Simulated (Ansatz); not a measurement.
Input file:

```
crystal:
  lattice:
    - [7.5181, 0.0, 0.0]
    - [0.0, 7.5181, 0.0]
    - [0.0, 0.0, 5.36]
  atoms:
    - { symbol: Na, position: [0.5, 0.0, 0.3603] }
    - { symbol: Na, position: [0.0, 0.5, 0.6397] }
    - { symbol: Na, position: [0.75, 0.25, 0.0] }
    - { symbol: Na, position: [0.25, 0.25, 0.0] }
    - { symbol: Na, position: [0.25, 0.75, 0.0] }
    - { symbol: Na, position: [0.75, 0.75, 0.0] }
    - { symbol: W, position: [0.0, 0.0, 0.5] }
    - { symbol: W, position: [0.5, 0.5, 0.5] }
    - { symbol: Cl, position: [0.5, 0.0, 0.8435] }
    - { symbol: Cl, position: [0.0, 0.5, 0.1565] }
    - { symbol: O, position: [0.8111, 0.0, 0.3019] }
    - { symbol: O, position: [0.5, 0.3111, 0.3019] }
    - { symbol: O, position: [0.1889, 0.0, 0.3019] }
    - { symbol: O, position: [0.5, 0.6889, 0.3019] }
    - { symbol: O, position: [0.3111, 0.5, 0.6981] }
    - { symbol: O, position: [0.0, 0.1889, 0.6981] }
    - { symbol: O, position: [0.6889, 0.5, 0.6981] }
    - { symbol: O, position: [0.0, 0.8111, 0.6981] }
kpoints:
  mp_grid: { grid: [3, 3, 4] }
scf:
  occupations: { method: fermi_dirac, width: 0.02 }
hamiltonian:
  xc: pbe
  pseudopotentials: { kind: paw }
output:
  forces: true
  stress: true
  populations: true
  efg:
    quadrupole_moments_barn: { Na: 0.104, Cl: -0.08112, O: -0.02558 }
    contact_densities: true
  write_density: true
  write_potential: true
  elf: true
  volumetric_format: npy
```

Command:

```sh
ansatz run input.yaml --threads 2 --pin off --max-ram 5120MiB --backend cpu --events-out ev --progress --plain --runs-dir out
```

Below, planes, directions and counts refer to the conventional cell (a = 7.52 Å, b = 7.52 Å, c = 5.36 Å, α = 90.00°, β = 90.00°, γ = 90.00°).

Space group P4/nmm; not relaxed (largest force 1.1 eV/Å); computed pressure about 3 GPa in this cell.

These are results of DFT, PBE, plane-wave PAW, default files, scalar-relativistic in Ansatz, not measurements.

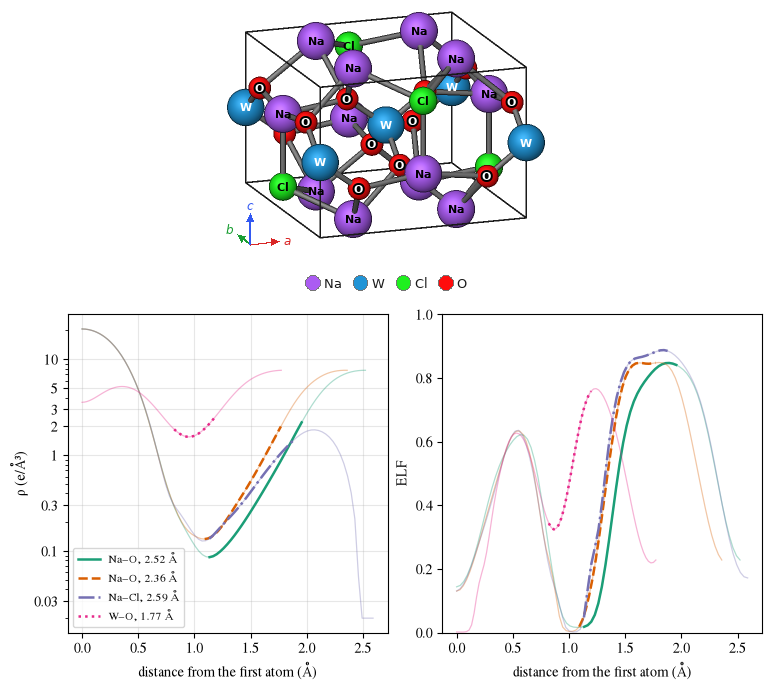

Na3WClO4. Valence electron density and electron localisation function along straight lines between neighbouring atoms. Thin, pale parts lie inside the atomic spheres. The structure is drawn too.

The density is the valence pseudo-density of a PAW calculation; it isn't the true density close to the nuclei.

Q: Compare the contacts.

A: Na–O (2.52 Å): ρ is about 0.11 e/Å³ halfway; the ELF is about 0.10 at the midpoint: a largely ionic contact.
Na–O (2.36 Å): the density is about 0.15 e/Å³ at the midpoint; the ELF peaks at about 0.85 in the valence shell of O, 0.7 Å from its nucleus, and is about 0.10 at the midpoint (a closed-shell, largely ionic contact).
Na–Cl (2.59 Å): ρ is about 0.21 e/Å³ halfway; the ELF peaks at about 0.90 in the valence shell of Cl, 0.7 Å from its nucleus, and falls to about 0 next to Na: an ionic contact with no shared pair.
W–O (1.77 Å): ρ is about 1.6 e/Å³ halfway; the ELF peaks at about 0.75 in the valence shell of O, 0.5 Å from its nucleus, and drops to about 0.30 between the two atoms.
